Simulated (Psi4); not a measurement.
## Frequency calculation of Cl$_{2}$ (part 4 of 4)

Cl$_{2}$, SMILES ClCl; B3LYP/cc-pwCVTZ, RKS (Psi4 1.11). The geometry was optimised with B3LYP/cc-pwCVTZ.

Geometry of the input (Å):
```
Cl 0.8579  -0.2857  0.4399
Cl -0.8579  0.2857  -0.4399
```

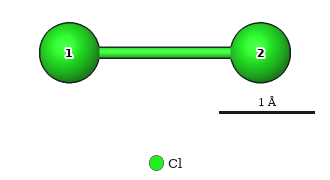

Fig. 1: The input geometry (ball-and-stick view, seen at a tilt; atoms are numbered from 1 in the order of the input).

### Output, continued
```
  Constant volume heat capacity, Cv
    Electronic Cv                            0.000 [cal/(mol K)]        0.000 [J/(mol K)]       0.00000000 [mEh/K]
    Translational Cv                         2.981 [cal/(mol K)]       12.472 [J/(mol K)]       0.00475022 [mEh/K]
    Rotational Cv                            1.987 [cal/(mol K)]        8.314 [J/(mol K)]       0.00316681 [mEh/K]
    Vibrational Cv                           1.153 [cal/(mol K)]        4.826 [J/(mol K)]       0.00183806 [mEh/K]
  Total Cv                                   6.121 [cal/(mol K)]       25.612 [J/(mol K)]       0.00975509 [mEh/K]
  Correction Cv                              0.000 [cal/(mol K)]        0.000 [J/(mol K)]       0.00000000 [mEh/K]

  Constant pressure heat capacity, Cp
    Electronic Cp                            0.000 [cal/(mol K)]        0.000 [J/(mol K)]       0.00000000 [mEh/K]
    Translational Cp                         4.968 [cal/(mol K)]       20.786 [J/(mol K)]       0.00791703 [mEh/K]
    Rotational Cp                            1.987 [cal/(mol K)]        8.314 [J/(mol K)]       0.00316681 [mEh/K]
    Vibrational Cp                           1.153 [cal/(mol K)]        4.826 [J/(mol K)]       0.00183806 [mEh/K]
  Total Cp                                   8.109 [cal/(mol K)]       33.926 [J/(mol K)]       0.01292190 [mEh/K]
  Correction Cp                              0.000 [cal/(mol K)]        0.000 [J/(mol K)]       0.00000000 [mEh/K]

  ==> Thermochemistry Energy Analysis <==

  Raw electronic energy, E_e
  Total E_e, Electronic energy at well bottom                                          -920.44442576 [Eh]

  Zero-point vibrational energy, ZPVE = Sum_i omega_i / 2,  E_0 = E_e + ZPVE
    Vibrational ZPVE                         0.777 [kcal/mol]        3.252 [kJ/mol]       0.00123873 [Eh]         271.870 [cm^-1]
  Correction ZPVE to E_e                     0.777 [kcal/mol]        3.252 [kJ/mol]       0.00123873 [Eh]         271.870 [cm^-1]
  Total E_0, Enthalpy at 0 [K]                                                         -920.44318703 [Eh]
  *** Absolute enthalpy, not an enthalpy of formation ***

  Thermal (internal) energy, E (includes ZPVE and finite-temperature corrections)
    Electronic contrib to E beyond E_e       0.000 [kcal/mol]        0.000 [kJ/mol]       0.00000000 [Eh]
    Translational contrib to E               0.889 [kcal/mol]        3.718 [kJ/mol]       0.00141628 [Eh]
    Rotational contrib to E                  0.592 [kcal/mol]        2.479 [kJ/mol]       0.00094418 [Eh]
    Vibrational contrib to E                 0.899 [kcal/mol]        3.761 [kJ/mol]       0.00143244 [Eh]
  Correction E                               2.380 [kcal/mol]        9.958 [kJ/mol]       0.00379290 [Eh]
  Total E, Thermal (internal) energy at  298.15 [K]                                    -920.44063286 [Eh]

  Enthalpy, H_trans = E_trans + k_B * T = E_trans + P * V
    Electronic contrib to H beyond E_e       0.000 [kcal/mol]        0.000 [kJ/mol]       0.00000000 [Eh]
    Translational contrib to H               1.481 [kcal/mol]        6.197 [kJ/mol]       0.00236046 [Eh]
    Rotational contrib to H                  0.592 [kcal/mol]        2.479 [kJ/mol]       0.00094418 [Eh]
    Vibrational contrib to H                 0.899 [kcal/mol]        3.761 [kJ/mol]       0.00143244 [Eh]
  Correction H                               2.973 [kcal/mol]       12.437 [kJ/mol]       0.00473708 [Eh]
  Total H, Enthalpy at  298.15 [K]                                                     -920.43968868 [Eh]
  *** Absolute enthalpy, not an enthalpy of formation ***

  Gibbs free energy, G = H - T * S
    Electronic contrib to G beyond E_e       0.000 [kcal/mol]        0.000 [kJ/mol]       0.00000000 [Eh]
    Translational contrib to G             -10.043 [kcal/mol]      -42.020 [kJ/mol]      -0.01600443 [Eh]
    Rotational contrib to G                 -3.599 [kcal/mol]      -15.058 [kJ/mol]      -0.00573544 [Eh]
    Vibrational contrib to G                 0.733 [kcal/mol]        3.066 [kJ/mol]       0.00116765 [Eh]
  Correction G                             -12.909 [kcal/mol]      -54.012 [kJ/mol]      -0.02057222 [Eh]
  Total G, Gibbs energy at  298.15 [K]                                                 -920.46499798 [Eh]
  *** Absolute Gibbs energy, not a free energy of formation ***

[set-up sections that repeat, and orbital energies of the middle runs, are left out above]
```

### Standard output
```
Warning: used thermodynamics relations inappropriate for low-frequency modes: ['543.7392']
total energy -920.44442576 hartree = -25046.56856 eV
wavenumbers / cm^-1: [543.7]
```

### Key numbers

| quantity | value |
| --- | --- |
| outcome | converged |
| total energy | −920.444426 hartree |
| basis functions | 118 |
| zero-point energy | 0.001239 hartree |
| dipole moment | 0.00 D |
| wavenumbers, lowest and highest | 544 cm⁻¹ |
| wall time | 6.7 min |
| peak memory | 0.92 GiB |
